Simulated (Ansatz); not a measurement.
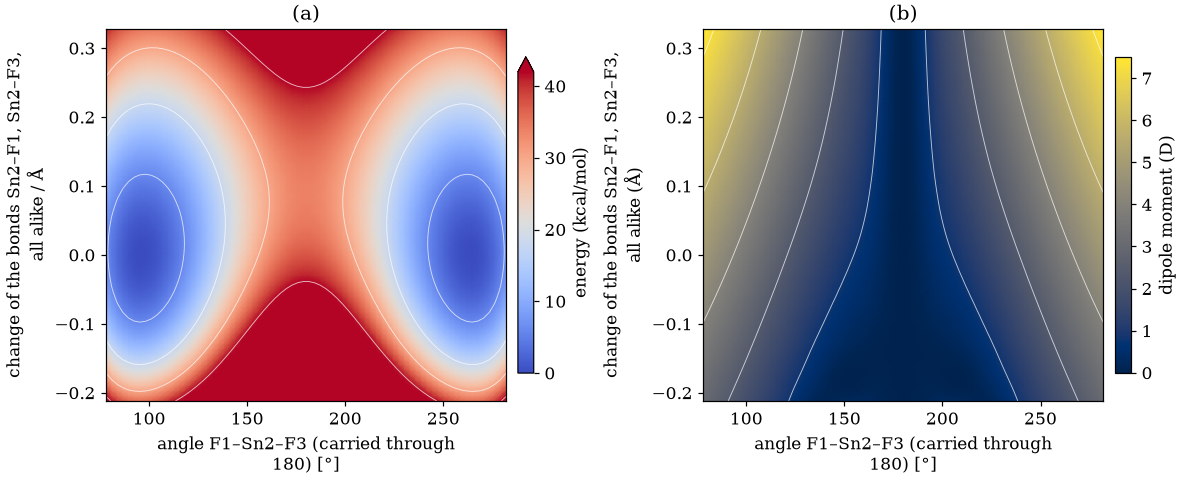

F₂Sn, SMILES [F][Sn][F]. First axis: angle F1–Sn2–F3 (carried through 180). Second axis: change of the bonds Sn2–F1, Sn2–F3, all alike. Nothing is relaxed (all other coordinates rigid). The scan uses a 15 × 15 grid; 120 points were computed and 105 follow by symmetry. Points are written as (first, second). All energies are given in kcal/mol relative to the relaxed molecule at the same level. The restricted reference is unstable at some or all points, so the energies there are unreliable. These are results of RHF-MP2, frozen core/def2-TZVP in Ansatz 0.2.0, not measurements.

Panel (a) is the energy; panel (b) is the computed dipole moment, in D.

Drawn: a smooth colour map with a few white contour lines, one colour for all values above the top of the scale. Between grid points the surface is interpolated.

How does the dipole moment vary over the map, and what is it at the lowest grid point?

Leaving out the highest fifth of the energies, it runs from 0.0 D at (180.0°, −0.019 Å) to 7.5 D at (78.1°, 0.328 Å). At the lowest grid point, (92.6°, −0.019 Å), it is 3.9 D.

```csv
"second ↓, first →",78.1,92.6,107.2,121.8,136.3,150.9,165.4,180.0,194.6,209.1,223.7,238.2,252.8,267.4,281.9
0.328,7.5,6.6,5.6,4.5,3.4,2.3,1.2,0.0,1.2,2.3,3.4,4.5,5.6,6.6,7.5
0.289,7.2,6.3,5.4,4.3,3.2,2.1,1.1,0.0,1.1,2.1,3.2,4.3,5.4,6.3,7.2
0.251,6.9,6.1,5.1,4.1,3.0,2.0,1.0,0.0,1.0,2.0,3.0,4.1,5.1,6.1,6.9
0.212,6.6,5.8,4.8,3.8,2.8,1.9,0.9,0.0,0.9,1.9,2.8,3.8,4.8,5.8,6.6
0.174,6.3,5.5,4.5,3.6,2.6,1.7,0.8,0.0,0.8,1.7,2.6,3.6,4.5,5.5,6.3
0.135,6.0,5.1,4.2,3.3,2.4,1.5,0.8,0.0,0.8,1.5,2.4,3.3,4.2,5.1,6.0
0.096,5.6,4.8,3.9,3.0,2.2,1.4,0.7,0.0,0.7,1.4,2.2,3.0,3.9,4.8,5.6
0.058,5.3,4.5,3.6,2.8,1.9,1.2,0.6,0.0,0.6,1.2,1.9,2.8,3.6,4.5,5.3
0.019,5.0,4.2,3.3,2.5,1.7,1.0,0.5,0.0,0.5,1.0,1.7,2.5,3.3,4.2,5.0
−0.019,4.7,3.9,3.0,2.2,1.5,0.8,0.4,0.0,0.4,0.8,1.5,2.2,3.0,3.9,4.7
−0.058,4.3,3.6,2.7,1.9,1.2,0.6,0.3,0.0,0.3,0.6,1.2,1.9,2.7,3.6,4.3
−0.096,4.0,3.3,2.4,1.6,0.9,0.4,0.2,0.0,0.2,0.4,0.9,1.6,2.4,3.3,4.0
−0.135,3.7,2.9,2.1,1.4,0.7,0.2,0.1,0.0,0.1,0.2,0.7,1.4,2.1,2.9,3.7
−0.174,3.3,2.6,1.8,1.1,0.4,0.0,0.1,0.0,0.1,0.0,0.4,1.1,1.8,2.6,3.3
−0.212,3.0,2.3,1.5,0.8,0.1,0.2,0.2,0.0,0.2,0.2,0.1,0.8,1.5,2.3,3.0
```
